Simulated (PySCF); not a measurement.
# Cd²⁺: excitation energies in x2c-TZVPPall

Aim: the excitation energy of cadmium from differences of total energies, at each level of theory, and how far each lands from the tabulated value where there is one.

Program: PySCF 2.14.0. Level of theory: unrestricted determinants in a Gaussian basis, no spin-orbit coupling in the energies. These are calculated values, not measurements, unless marked.

## 1. The system

| Quantity | Value |
| --- | --- |
| Element | cadmium (Z = 48) |
| Basis | x2c-TZVPPall |
| Hamiltonian | scalar relativity by spin-free X2C-1e |
| State 1 | Cd²⁺: [Kr] 4d9 5p1, one real determinant (an excited configuration) |
| State 2 | Cd²⁺: [Kr] 4d9 5s1, high-spin 3D determinant (an excited configuration) |
| Needed too, but not shown | Cd²⁺ [Kr] 4d10 (1S) |
| Methods | CCSD(T) |
| Core shells frozen in the correlated runs | valence and next inner shell: [Ar] 3d10 (for Cd²⁺) |

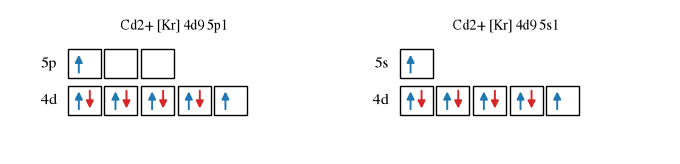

Occupation of the outer shells (arrows by Hund's rule).

The runs were made by one driver on top of PySCF. The scripts below sum up each run's settings (the driver also hands on starting orbitals that pick excited configurations, and frozen orbitals as a list rather than a count), and the logs come from the driver's own runs. The driver starts from symmetry-adapted Hartree-Fock orbitals, holds the occupation by maximum overlap and uses a logarithmic radial grid for functionals, so a plain start would take other cycles.

The integrals over 79 functions and the set-up took 1.9 s of CPU time.

## 2. Cd²⁺ [Kr] 4d9 5p1: CCSD(T) (valence and next inner shell)

**CCSD(T) (valence and next inner shell)**

input.py reads:

```python
from pyscf import gto, scf, dft, mp, cc
import basis_set_exchange as bse
mol = gto.M(atom="Cd 0 0 0", charge=2, spin=2, symmetry="D2h",
            basis=gto.basis.parse(bse.get_basis("x2c-TZVPPall", elements=["Cd"], fmt="nwchem")),
            nucmod="G")
mf = scf.UHF(mol).sfx2c1e()
mf.irrep_nelec = {'Ag': (8, 7), 'B1g': (2, 2), 'B2g': (2, 2), 'B3g': (2, 2), 'B1u': (4, 3), 'B2u': (3, 3), 'B3u': (3, 3)}
mf.kernel()
mycc = cc.CCSD(mf, frozen=14).run()
mycc.ccsd_t()
```

## 3. Cd²⁺ [Kr] 4d9 5s1, at CCSD(T) (valence and next inner shell)

**CCSD(T) (valence and next inner shell)**

Edit input.py of step 2 so:

```diff
@@ -6,3 +6,3 @@
 mf = scf.UHF(mol).sfx2c1e()
-mf.irrep_nelec = {'Ag': (8, 7), 'B1g': (2, 2), 'B2g': (2, 2), 'B3g': (2, 2), 'B1u': (4, 3), 'B2u': (3, 3), 'B3u': (3, 3)}
+mf.irrep_nelec = {'Ag': (9, 7), 'B1g': (2, 2), 'B2g': (2, 2), 'B3g': (2, 2), 'B1u': (3, 3), 'B2u': (3, 3), 'B3u': (3, 3)}
 mf.kernel()
```

**Question.** What will these runs give?

**Answer**, as computed:

| quantity | value |
| --- | --- |
| excitation energy, Cd²⁺ → [Kr] 4d9 5p1 | UHF 16.286, CCSD(T) (valence and next inner shell) 17.032 eV |
| excitation energy, Cd²⁺ → [Kr] 4d9 5s1 | UHF 9.814, CCSD(T) (valence and next inner shell) 10.216 eV |

Each level's miss (mean over 2 differences):

```tsv
method	mean absolute miss against CCSD(T) (valence and next inner shell) (eV)
UHF	0.574
MP2 (valence and next inner shell)	0.260
SCS-MP2 (valence and next inner shell)	0.210
CCSD (valence and next inner shell)	0.005
CCSD(T) (valence and next inner shell)	0.000
```

In words: For the first difference the methods span 1.050 eV, from UHF (16.286) to MP2 (valence and next inner shell) (17.335). No reference value is at hand in this session. All values hold for this basis alone; no basis-set limit was taken.
